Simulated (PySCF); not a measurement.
H₉SbSi₂, SMILES `[SiH3][SiH3].[SbH3]`.

PySCF calculation, HF/def2-SVPD, gas phase; geometry: GFN2-xTB. Core potentials replace the inner electrons of Sb; spin–orbit coupling isn't included. GFN2-xTB bond lengths at metals and heavier atoms can be off by up to 0.1 Å and shapes distorted, which carries into these values.

Input

```python
import numpy as np
from pyscf import gto, scf, dft
from pyscf.scf import atom_ks, atom_hf
from scipy.linalg import block_diag
from pyscf.dispersion import dftd3

def solve(mol, dm0=None, hcore=None):
    mf = scf.UHF(mol) if mol.spin else scf.RHF(mol)
    mf = mf.density_fit(auxbasis='def2-universal-jkfit')
    mf.conv_tol, mf.max_cycle = 1e-8, 80
    if hcore is not None:
        mf.get_hcore = lambda *args: hcore
    mf.kernel(dm0)
    if not mf.converged:
        mf = mf.newton().run(mf.mo_coeff, mf.mo_occ, max_cycle=30)
    assert mf.converged, 'SCF not converged'
    return mf

mol = gto.M(atom='''
Si    -2.38844    -1.15401    -0.00006
Si    -2.37928     1.15705    -0.00017
H     -1.73391    -1.72371     1.18431
H     -3.74878    -1.70155    -0.01811
H     -1.70050    -1.72359    -1.16533
H     -1.72907     1.72191     1.18893
H     -3.73523     1.71521    -0.02913
H     -1.67777     1.71928    -1.16126
Sb     1.44540    -0.00071     0.00529
H      2.33686    -0.61872    -1.28844
H      2.55663    -0.74114     1.03966
H      2.46437     1.34569    -0.01733
''', basis='def2-svpd', ecp={'Sb': 'def2-svpd'}, charge=0, spin=0, verbose=4)
mol_a = gto.M(atom='''
Si    -2.38844    -1.15401    -0.00006
Si    -2.37928     1.15705    -0.00017
H     -1.73391    -1.72371     1.18431
H     -3.74878    -1.70155    -0.01811
H     -1.70050    -1.72359    -1.16533
H     -1.72907     1.72191     1.18893
H     -3.73523     1.71521    -0.02913
H     -1.67777     1.71928    -1.16126
ghost-Sb     1.44540    -0.00071     0.00529
ghost-H      2.33686    -0.61872    -1.28844
ghost-H      2.55663    -0.74114     1.03966
ghost-H      2.46437     1.34569    -0.01733
''', basis='def2-svpd', charge=0, spin=0, verbose=4)
mol_b = gto.M(atom='''
ghost-Si    -2.38844    -1.15401    -0.00006
ghost-Si    -2.37928     1.15705    -0.00017
ghost-H     -1.73391    -1.72371     1.18431
ghost-H     -3.74878    -1.70155    -0.01811
ghost-H     -1.70050    -1.72359    -1.16533
ghost-H     -1.72907     1.72191     1.18893
ghost-H     -3.73523     1.71521    -0.02913
ghost-H     -1.67777     1.71928    -1.16126
Sb     1.44540    -0.00071     0.00529
H      2.33686    -0.61872    -1.28844
H      2.55663    -0.74114     1.03966
H      2.46437     1.34569    -0.01733
''', basis='def2-svpd', ecp={'Sb': 'def2-svpd'}, charge=0, spin=0, verbose=4)
ab, a, b = solve(mol), solve(mol_a), solve(mol_b)
e_int = ab.e_tot - a.e_tot - b.e_tot
print('counterpoise-corrected interaction energy / kcal/mol', e_int * 627.5095)
def disp(atoms, charge):
    m = gto.M(atom=atoms, charge=charge, basis='sto-3g', spin=None, unit='Bohr', verbose=0)
    return dftd3.DFTD3Dispersion(m, xc='hf', version='d3bj').get_dispersion()['energy']
e_disp = disp(mol._atom, mol.charge) - disp(mol._atom[:8], mol_a.charge) - disp(mol._atom[8:], mol_b.charge)
print('D3(BJ) part / kcal/mol', e_disp * 627.5095)
# spherically averaged free atoms, for the promolecule
atm = scf.atom_hf.get_atm_nrhf(mol)
pro = block_diag(*[(atm[a[0]][2] * atm[a[0]][3]) @ atm[a[0]][2].T for a in mol._atom])
np.savez('result.npz', e_int=e_int, e_disp=e_disp, dm_a=a.make_rdm1(), dm_b=b.make_rdm1(), c=ab.mo_coeff, occ=ab.mo_occ, eps=ab.mo_energy, pro=pro, d=[f.dip_moment(verbose=0) for f in (ab, a, b)])
```

Command:

```sh
OMP_NUM_THREADS=1 python input.py
```

The run took 9.6 s on 1 thread of Intel(R) Xeon(R) Processor @ 2.70GHz, with other jobs on the host, peak memory 0.34 GiB.

Partitions, critical points and surface values were worked out afterwards from this run's density.

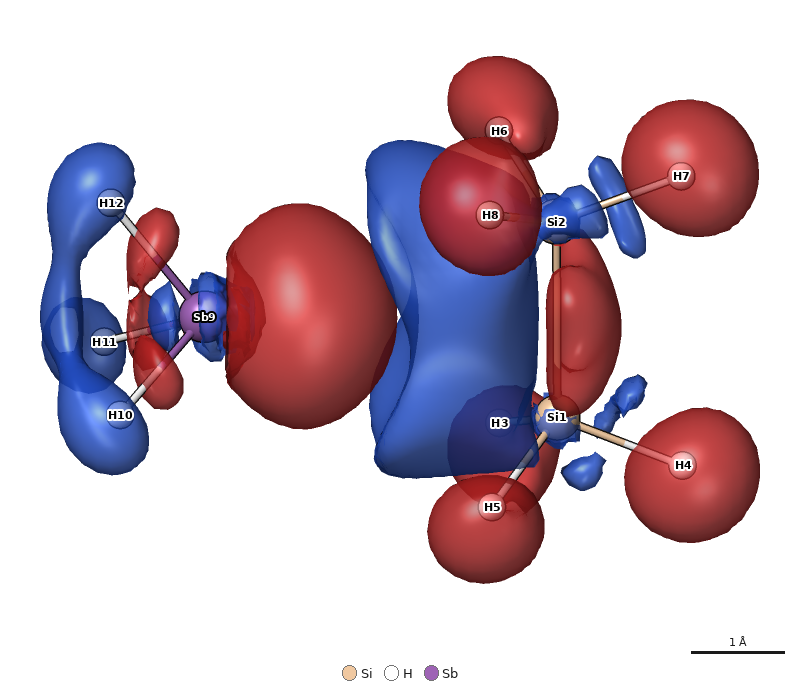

Density of the complex less the densities of the two fragments at the same geometry, ±0.0006 e/Å³ (red: gain, blue: loss). Fragment A: Si2H6 (atoms 1–8); fragment B: SbH3.

Question: Which way does charge flow?

Answer: Hirshfeld charges show almost no net transfer (under 0.005 e). By Hirshfeld charges, electrons gather most on Sb9 (−0.006 e) and leave Si2 most (+0.005 e); 0.04 e is displaced in all, which induces a dipole of 0.23 D.

Question: What is the interaction energy, and which contacts carry it?

Answer: The counterpoise-corrected interaction energy of the frozen fragments is +1.5 kcal/mol without dispersion correction and −3.0 kcal/mol with D3(BJ). The pair geometry is semi-empirical, not a minimum at this level. The pose is a local one from a semi-empirical search, not shown to be the most stable.
